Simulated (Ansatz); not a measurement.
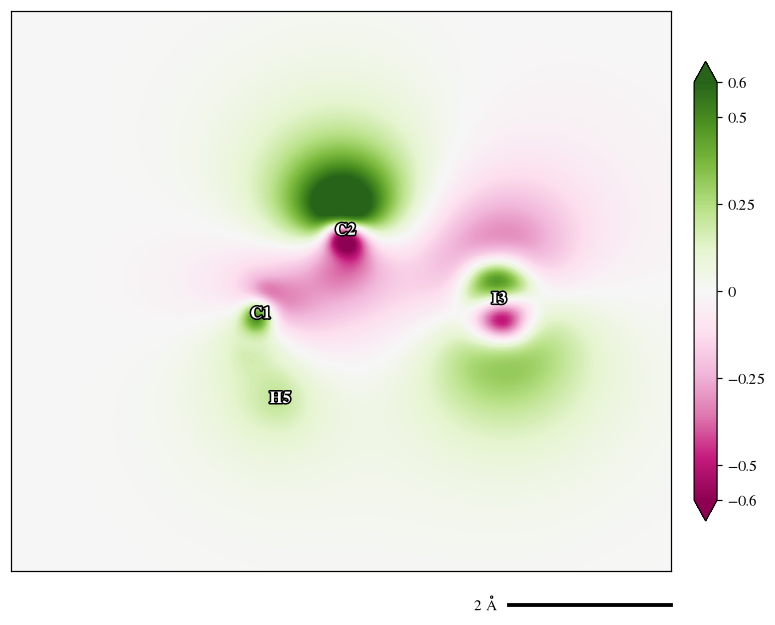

The picture shows: C$_{2}$H$_{3}$I (SMILES C[C]I). The HOMO on the plane of atoms C1, C2 and I3 (values in Å⁻³ᐟ²; the overall sign is arbitrary).

Geometry: PBE0-D4/def2-TZVP; core potentials replace the inner electrons of I.

These are results of isolated molecule in a Gaussian basis; Kohn-Sham density functional theory, functional PBE0 in Ansatz 0.2.0, not measurements.

Input

```
crystal:
  periodic: [false, false, false]
  atoms:
    - {symbol: C, position_ang: [1.166679, -1.498977, 1.152700]}
    - {symbol: C, position_ang: [0.716936, -0.219121, 1.717661]}
    - {symbol: I, position_ang: [-0.470486, -0.509113, 3.397957]}
    - {symbol: H, position_ang: [0.572182, -1.560458, 0.222666]}
    - {symbol: H, position_ang: [1.049579, -2.431159, 1.711953]}
    - {symbol: H, position_ang: [2.194529, -1.370867, 0.790929]}
basis:
  gaussian:
    orbitals: def2-TZVPD
magnetization:
  spin_polarized: false
hamiltonian:
  xc: {name: PBE0}
output: {forces: true, orbitals: {seedname: orbitals}}
```

Launched as:

```sh
ansatz run input.yaml --threads 2 --pin off --max-ram 4350MiB --events-out events.jsonl --progress --plain --runs-dir runs
```

Q: Describe this orbital and give its energy.

A: Its weight (Hirshfeld) is mainly on C2 (about 50 %), I3 (about 40 %) and C1 (about 5 %). Its energy is −6.44 eV.
